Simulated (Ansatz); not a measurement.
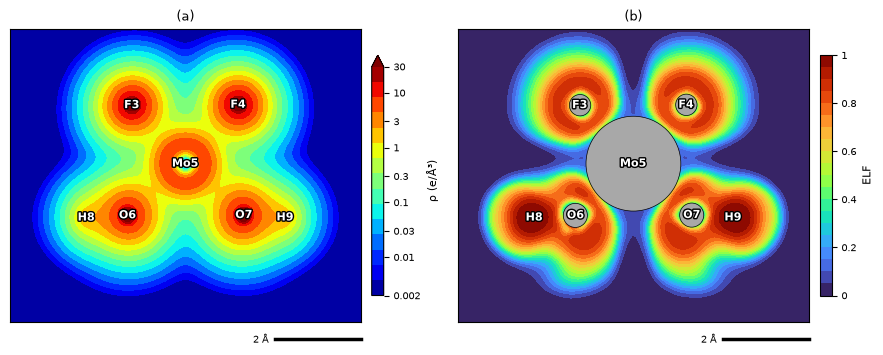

Figure. Cl2F2H2MoO2 (SMILES [OH][Mo]([OH])([F])([F])([Cl])[Cl]). (a) electron density; (b) electron localisation function on the plane of atoms F4, Mo5 and O6. Grey discs cover the atomic cores in the ELF map.

Geometry: PBE0-D4/def2-SVP; core potentials replace the inner electrons of Mo.

Theory: isolated molecule in a Gaussian basis; Kohn-Sham density functional theory, functional PBE0 (Ansatz 0.2.0).

```json
{"atom": "Cl", "x (Å)": "-1.6846", "y (Å)": "1.5048", "z (Å)": "1.0365"}
{"atom": "Cl", "x (Å)": "1.5295", "y (Å)": "-0.6073", "z (Å)": "-1.5397"}
{"atom": "F", "x (Å)": "-1.0048", "y (Å)": "0.8072", "z (Å)": "-1.7016"}
{"atom": "F", "x (Å)": "0.7834", "y (Å)": "1.9707", "z (Å)": "-0.4260"}
{"atom": "Mo", "x (Å)": "-0.0746", "y (Å)": "0.3512", "z (Å)": "-0.1678"}
{"atom": "O", "x (Å)": "-1.0220", "y (Å)": "-1.1987", "z (Å)": "-0.0804"}
{"atom": "O", "x (Å)": "0.9342", "y (Å)": "0.0738", "z (Å)": "1.3191"}
{"atom": "H", "x (Å)": "-1.7125", "y (Å)": "-1.6892", "z (Å)": "-0.5443"}
{"atom": "H", "x (Å)": "1.6282", "y (Å)": "0.4795", "z (Å)": "1.8541"}
```

Interpret the plot.

Answer.
- The section cuts through F, Mo, O and H sites.
- Mo–O (1.82 Å): ρ at the midpoint is about 1.3 e/Å³; the ELF peaks at about 0.85 in the valence shell of O, 0.5 Å from its nucleus, and drops to about 0.25 between the two atoms.
- Mo–F (1.85 Å): ρ is about 1.1 e/Å³ halfway; the ELF peaks at about 0.85 in the valence shell of F, 0.5 Å from its nucleus, and drops to about 0.20 between the two atoms.
- O–H (0.97 Å): the density is about 3.7 e/Å³ at the midpoint; the ELF climbs to about 1 towards the hydrogen, as it does in any bond to H (a covalent bond by its length).
